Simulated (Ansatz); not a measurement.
Run report: GeH3ClO, nudged elastic band

System: GeH3ClO.
Method: RKS PBE-D4/def2-SVP (Ansatz 0.2.0).

One setting was made poor on purpose. It belongs to a series of runs on one base structure; here: band between the two ends.

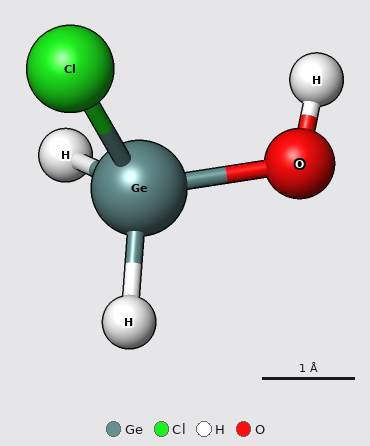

The structure as given in the input (ball-and-stick view, seen at a tilt). Sticks mark near contacts.

## Results in brief

| quantity | value |
| --- | --- |
| outcome | converged |
| barrier, forward | 1.947 eV |
| barrier, backward | 0.356 eV |
| hardware | 1 thread of Arm Neoverse V1, 24 GiB of memory available, shared host |
| wall time | 2.6 min |
| peak memory | 0.14 GiB |

## Notes

A deliberately poor setting: loose force. The order of the saddle point was not checked.

## Input
```yaml
crystal:
  periodic: [false, false, false]
  atoms:
    - { symbol: Ge, position_ang: [0.273185, -0.061521, -0.016552] }
    - { symbol: Cl, position_ang: [0.460509, 0.095391, 2.153502] }
    - { symbol: H, position_ang: [1.668855, 0.087411, -0.652196] }
    - { symbol: O, position_ang: [-0.656107, 1.331379, -0.644178] }
    - { symbol: H, position_ang: [-1.561787, 1.347316, -0.28172] }
    - { symbol: H, position_ang: [-0.448755, -1.406877, -0.289956] }
basis:
  gaussian: { orbitals: def2-SVP }
hamiltonian:
  xc: pbe
  dispersion: d4
neb:
  order_check: false
  images: 7
  f_tol: 0.2
  max_iterations: 60
  final_atoms:
    - { symbol: Ge, position_ang: [-0.16499955, -0.37275241, -0.98327217] }
    - { symbol: Cl, position_ang: [1.41153973, -0.10689317, 1.5159112] }
    - { symbol: H, position_ang: [2.38208565, 0.49252467, 0.89175916] }
    - { symbol: O, position_ang: [-0.97560719, 1.25785859, -0.90808208] }
    - { symbol: H, position_ang: [-1.73203874, 1.26045047, -0.29146795] }
    - { symbol: H, position_ang: [-1.1850799, -1.13808914, 0.04405184] }
  initial_path:
    images:
      - { positions_ang: [[0.273185, -0.061521, -0.016552], [0.460509, 0.095391, 2.153502], [1.668855, 0.087411, -0.652196], [-0.656107, 1.331379, -0.644178], [-1.561787, 1.347316, -0.28172], [-0.448755, -1.406877, -0.289956]] }
      - { positions_ang: [[0.20514877, -0.04602792, -0.01273517], [0.68595132, 0.07130367, 2.11499701], [1.68738553, 0.06790358, -0.44738144], [-0.70306664, 1.35920548, -0.62802558], [-1.62175807, 1.31239518, -0.41071245], [-0.5177609, -1.37168099, -0.34724238]] }
      - { positions_ang: [[0.13711255, -0.03053485, -0.00891834], [0.91139363, 0.04721634, 2.07649203], [1.70591606, 0.04839617, -0.24256688], [-0.75002629, 1.38703196, -0.61187315], [-1.68172915, 1.27747436, -0.5397049], [-0.5867668, -1.33648499, -0.40452876]] }
      - { positions_ang: [[0.06907632, -0.01504177, -0.00510151], [1.13683595, 0.02312901, 2.03798704], [1.72444658, 0.02888875, -0.03775232], [-0.79698593, 1.41485845, -0.59572073], [-1.74170022, 1.24255355, -0.66869735], [-0.6557727, -1.30128898, -0.46181514]] }
      - { positions_ang: [[0.0010401, 0.00045131, -0.00128468], [1.36227826, -0.00095832, 1.99948206], [1.74297711, 0.00938133, 0.16706224], [-0.84394557, 1.44268493, -0.57956831], [-1.8016713, 1.20763273, -0.79768979], [-0.7247786, -1.26609298, -0.51910152]] }
      - { positions_ang: [[-0.04046981, -0.09284962, -0.24678156], [1.37459363, -0.02744203, 1.87858934], [1.90275424, 0.13016717, 0.34823647], [-0.87686098, 1.39647834, -0.66169675], [-1.78426316, 1.22083716, -0.67113433], [-0.83985393, -1.23409202, -0.37831318]] }
      - { positions_ang: [[-0.08197973, -0.18615055, -0.49227843], [1.386909, -0.05392574, 1.75769663], [2.06253138, 0.250953, 0.5294107], [-0.90977638, 1.35027176, -0.74382519], [-1.76685502, 1.2340416, -0.54457887], [-0.95492925, -1.20209106, -0.23752484]] }
      - { positions_ang: [[-0.12348964, -0.27945148, -0.7377753], [1.39922436, -0.08040946, 1.63680391], [2.22230851, 0.37173883, 0.71058493], [-0.94269179, 1.30406517, -0.82595363], [-1.74944688, 1.24724603, -0.41802341], [-1.07000457, -1.1700901, -0.0967365]] }
      - { positions_ang: [[-0.16499955, -0.37275241, -0.98327217], [1.41153973, -0.10689317, 1.5159112], [2.38208565, 0.49252467, 0.89175916], [-0.97560719, 1.25785859, -0.90808208], [-1.73203874, 1.26045047, -0.29146795], [-1.1850799, -1.13808914, 0.04405184]] }
```

Command:
```bash
ansatz run input.yaml --threads 1 --pin off --max-ram 2048MiB --backend cpu --events-out ev --progress --plain --runs-dir out
```

## The program's output
```
Engine: ansatz 0.2.0, aarch64-unknown-linux-gnu
Functional definition: PBE
  parameter kappa = 0.804
  parameter beta = 0.06672455060314922
  exchange = pbe_x(kappa = kappa, mu = beta*pi^2/3)
  correlation = pbe_c(beta = beta)
863 factors; their error is unknown
mean field evaluation 1: about -71104.0510 eV, gradient 5.8e1 eV
mean field evaluation 2: about -71047.5016 eV, gradient 1.6e2 eV
mean field evaluation 4: about -71109.4378 eV, gradient 1.2e1 eV
mean field evaluation 8: about -71109.7106 eV, gradient 1.4e-1 eV
mean field evaluation 16: about -71109.6595 eV, gradient 3.1e-5 eV
mean field -71109.65946281 eV, -2613.2317853999 hartree, gradient 3.1e-5 eV, S^2 0.000000; 0 other end points of the search recorded, 0 dependent functions left out
the calculation of the forces begins
reference -71109.65949174 eV, -2613.2317864629 hartree; 30, 30 occupied and 49, 49 virtual orbitals, 863 factors
863 factors; their error is unknown
mean field evaluation 32: about -71108.0674 eV, gradient 9.2e-4 eV
mean field -71108.06739325 eV, -2613.1732779227 hartree, gradient 3.3e-5 eV, S^2 0.000000; 0 other end points of the search recorded, 0 dependent functions left out
[... from here on the field's lines of each further geometry are left out, up to the last ...]
NEB iter   1: max|band force component| = 6.070e0 eV/Å  barrier→ = 3.3213 eV  barrier← = 1.7308 eV  Δτ_max = 0.2000 Å  (233 SCF iters)
NEB iter   2: max|band force component| = 2.323e0 eV/Å  barrier→ = 2.3494 eV  barrier← = 0.7588 eV  Δτ_max = 0.2000 Å  (206 SCF iters)
NEB iter   3: max|band force component| = 7.752e-1 eV/Å  barrier→ = 1.9606 eV  barrier← = 0.3701 eV  Δτ_max = 0.1954 Å  (202 SCF iters)
NEB iter   4: max|band force component| = 1.224e0 eV/Å  barrier→ = 2.0513 eV  barrier← = 0.4608 eV  Δτ_max = 0.1007 Å  (195 SCF iters)
NEB iter   5: max|band force component| = 7.926e-1 eV/Å  barrier→ = 1.9646 eV  barrier← = 0.3741 eV  Δτ_max = 0.0975 Å  (184 SCF iters)
NEB iter   6: max|band force component| = 6.048e-1 eV/Å  barrier→ = 1.8773 eV  barrier← = 0.2868 eV  Δτ_max = 0.0993 Å  (188 SCF iters)
NEB iter   7: max|band force component| = 7.427e-1 eV/Å  barrier→ = 1.8309 eV  barrier← = 0.2403 eV  Δτ_max = 0.0498 Å  (185 SCF iters)
NEB iter   8: max|band force component| = 5.889e-1 eV/Å  barrier→ = 1.8433 eV  barrier← = 0.2527 eV  CI = image 4  Δτ_max = 0.1021 Å  (175 SCF iters)
NEB iter   9: max|band force component| = 4.224e-1 eV/Å  barrier→ = 1.9255 eV  barrier← = 0.3350 eV  CI = image 4  Δτ_max = 0.1079 Å  (179 SCF iters)
NEB iter  10: max|band force component| = 3.861e-1 eV/Å  barrier→ = 1.9599 eV  barrier← = 0.3693 eV  CI = image 4  Δτ_max = 0.0296 Å  (177 SCF iters)
NEB iter  11: max|band force component| = 2.015e-1 eV/Å  barrier→ = 1.9488 eV  barrier← = 0.3583 eV  CI = image 4  Δτ_max = 0.0296 Å  (173 SCF iters)
the calculation of the forces begins
reference -71108.05236182 eV, -2613.1727255280 hartree; 30, 30 occupied and 49, 49 virtual orbitals, 863 factors
863 factors; their error is unknown
mean field evaluation 736: about -71107.7657 eV, gradient 1.2e-1 eV
mean field -71107.71262363 eV, -2613.1602403796 hartree, gradient 2.2e-5 eV, S^2 0.000000; 1 other end points of the search recorded, 0 dependent functions left out
the calculation of the forces begins
reference -71107.71265266 eV, -2613.1602414464 hartree; 30, 30 occupied and 49, 49 virtual orbitals, 863 factors
NEB iter  12: max|band force component| = 1.359e-1 eV/Å  barrier→ = 1.9469 eV  barrier← = 0.3564 eV  CI = image 4  Δτ_max = 0.0000 Å  (362 SCF iters)
```

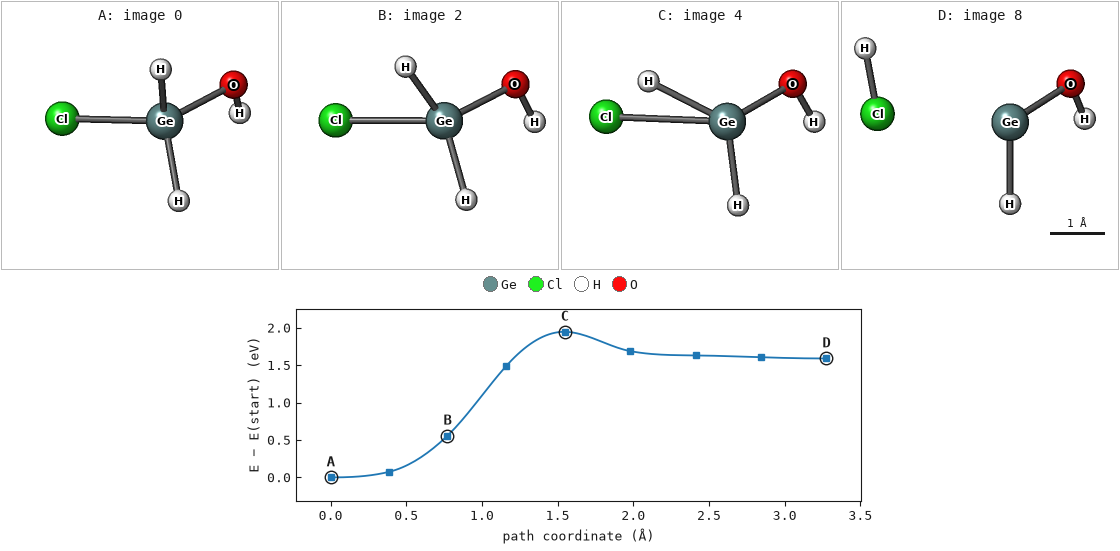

Images of the last band (counted from 0; ball-and-stick, seen at a tilt) above the energy along the path; the line is a cubic interpolation that uses the forces. The highest image is number 4, 1.947 eV above the start and 0.356 eV above the end (the climbing image); the end lies 1.591 eV above the start. The path is 3.28 Å long. The band converged in 12 iterations.

```
Total energy: -71107.81907514 eV, -2613.1641524004 hartree
Atom 0 at     0.237511    -0.051854    -0.514006 Å, force     0.016375     0.074485    -0.021697 eV/Å
Atom 1 at     1.119158    -0.017747     1.929609 Å, force     0.017026     0.001823    -0.010174 eV/Å
Atom 2 at     1.647663     0.126510     0.327341 Å, force    -0.032540    -0.015496     0.015339 eV/Å
Atom 3 at    -0.795059     1.411062    -0.674421 Å, force    -0.020006    -0.136907     0.036809 eV/Å
Atom 4 at    -1.721840     1.194515    -0.449427 Å, force     0.011491     0.077653    -0.025483 eV/Å
Atom 5 at    -0.751534    -1.269387    -0.350195 Å, force     0.007654    -0.001557     0.005206 eV/Å
Dipole moment:    -0.310576    -0.201276    -0.369028 e Å
this run last wrote the band of iteration 12 to [file]
```

## The last band as extended XYZ (Å, eV, eV/Å)
```
6
Properties=species:S:1:pos:R:3:forces:R:3 image=0 energy=-71109.76599
Ge    0.2732   -0.0615   -0.0166    0.0069  -0.0077  -0.0007
Cl    0.4605    0.0954    2.1535   -0.0020   0.0015   0.0043
H     1.6689    0.0874   -0.6522    0.0001   0.0021  -0.0029
O    -0.6561    1.3314   -0.6442    0.0031   0.0015  -0.0020
H    -1.5618    1.3473   -0.2817   -0.0061   0.0018   0.0016
H    -0.4488   -1.4069   -0.2900   -0.0019   0.0008  -0.0003
6
Properties=species:S:1:pos:R:3:forces:R:3 image=1 energy=-71109.69134
Ge    0.2566   -0.0355   -0.0009    0.0518  -0.0005   0.1425
Cl    0.6657    0.0311    2.1453   -0.2834   0.0266   0.1388
H     1.6985    0.0972   -0.5080   -0.0553  -0.0175  -0.4226
O    -0.6742    1.3726   -0.6031    0.0851   0.0033   0.0888
H    -1.6307    1.2368   -0.4604    0.0503   0.0264   0.0204
H    -0.5800   -1.3090   -0.3040    0.1515  -0.0382   0.0320
6
Properties=species:S:1:pos:R:3:forces:R:3 image=2 energy=-71109.20811
Ge    0.2283   -0.0379   -0.0918    0.0549   0.0562   0.9966
Cl    0.8438    0.0052    2.0541   -0.7928  -0.0062   0.3877
H     1.7352    0.1170   -0.2255    0.1288  -0.0050  -1.4387
O    -0.7253    1.3748   -0.6588    0.1869  -0.0791   0.1508
H    -1.6731    1.2184   -0.4716    0.1026   0.0533  -0.0441
H    -0.6730   -1.2844   -0.3376    0.3197  -0.0192  -0.0523
6
Properties=species:S:1:pos:R:3:forces:R:3 image=3 energy=-71108.27843
Ge    0.2259   -0.0468   -0.2832   -0.0073   0.1046   1.3463
Cl    0.9860   -0.0080    1.9827   -0.8267  -0.0567   0.3225
H     1.7103    0.1283    0.0611    0.3607   0.0333  -1.5263
O    -0.7644    1.3947   -0.6810    0.1458  -0.0940   0.0445
H    -1.6999    1.2057   -0.4628    0.0715   0.0740  -0.0520
H    -0.7220   -1.2809   -0.3480    0.2560  -0.0611  -0.1350
6
Properties=species:S:1:pos:R:3:forces:R:3 image=4 energy=-71107.81905
Ge    0.2375   -0.0519   -0.5140    0.0164   0.0745  -0.0217
Cl    1.1192   -0.0177    1.9296    0.0170   0.0018  -0.0102
H     1.6477    0.1265    0.3273   -0.0325  -0.0155   0.0153
O    -0.7951    1.4111   -0.6744   -0.0200  -0.1369   0.0368
H    -1.7218    1.1945   -0.4494    0.0115   0.0777  -0.0255
H    -0.7515   -1.2694   -0.3502    0.0077  -0.0016   0.0052
6
Properties=species:S:1:pos:R:3:forces:R:3 image=5 energy=-71108.07699
Ge    0.1819   -0.0979   -0.7615   -0.0222  -0.0101  -0.2494
Cl    1.3294    0.0087    1.8801    0.1731   0.0032  -0.0465
H     1.6967    0.1096    0.5632    0.0307   0.0019   0.3188
O    -0.8436    1.3879   -0.7179   -0.0509  -0.0560  -0.0340
H    -1.7473    1.2040   -0.3991   -0.0457   0.0160   0.0152
H    -0.8811   -1.2193   -0.2959   -0.0850   0.0451  -0.0042
6
Properties=species:S:1:pos:R:3:forces:R:3 image=6 energy=-71108.13473
Ge    0.0522   -0.1602   -0.8527   -0.0013  -0.0055  -0.0017
Cl    1.4999    0.0175    1.8693   -0.0008  -0.0068   0.0220
H     2.0048    0.1434    0.6659    0.0295   0.0066  -0.0060
O    -0.9476    1.3498   -0.8083    0.0105   0.0197  -0.0247
H    -1.8226    1.2074   -0.4012   -0.0235  -0.0104   0.0132
H    -1.0508   -1.1648   -0.2041   -0.0144  -0.0036  -0.0027
6
Properties=species:S:1:pos:R:3:forces:R:3 image=7 energy=-71108.15923
Ge   -0.0577   -0.2479   -0.9099   -0.0164  -0.0097  -0.0095
Cl    1.4374    0.0161    1.7024   -0.0256  -0.0137  -0.0171
H     2.3208    0.2520    0.7800    0.0567   0.0212   0.0229
O    -1.0011    1.3064   -0.8677   -0.0037  -0.0050  -0.0053
H    -1.8307    1.2166   -0.3621   -0.0002   0.0023   0.0062
H    -1.1328   -1.1500   -0.0737   -0.0108   0.0049   0.0029
6
Properties=species:S:1:pos:R:3:forces:R:3 image=8 energy=-71108.17543
Ge   -0.1650   -0.3728   -0.9833   -0.0065   0.0114   0.0052
Cl    1.4115   -0.1069    1.5159    0.0231   0.0133  -0.0164
H     2.3821    0.4925    0.8918   -0.0239  -0.0122   0.0149
O    -0.9756    1.2579   -0.9081   -0.0044  -0.0129   0.0056
H    -1.7320    1.2605   -0.2915    0.0127   0.0001  -0.0062
H    -1.1851   -1.1381    0.0441   -0.0010   0.0004  -0.0031
```
